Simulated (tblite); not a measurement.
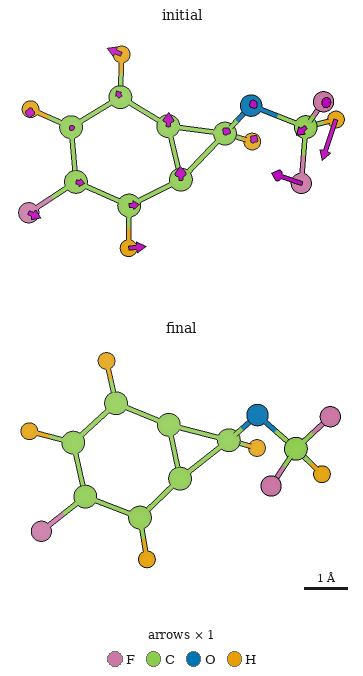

The structure of C8H5F3O before (top) and after (bottom) a relaxation, at one scale. The purple arrows give the displacements, at their true length.

Style: ball-and-stick. Shown at a tilt.

These are results of GFN2-xTB geometry optimisation, gas phase in tblite, not measurements. 

> What changed between the two?

An H atom moves most after the best rigid fit: 1.06 Å. By element the largest moves are H 1.06 Å, F 1.01 Å, C 0.42 Å, O 0.27 Å. Among the contacts that change: C–C 1.368 → 1.480 Å, C–O 1.423 → 1.348 Å, C–C 1.542 → 1.488 Å, C–C 1.373 → 1.402 Å. Bond angles that change, for instance: C–C–C 104.2° → 124.8°, C–C–C 155.9° → 172.3°, C–C–C 126.5° → 111.1°. Groups turn about C–O by about 25°, C–O by about 20°. After 115 geometry steps the energy has fallen by 1.082 eV.
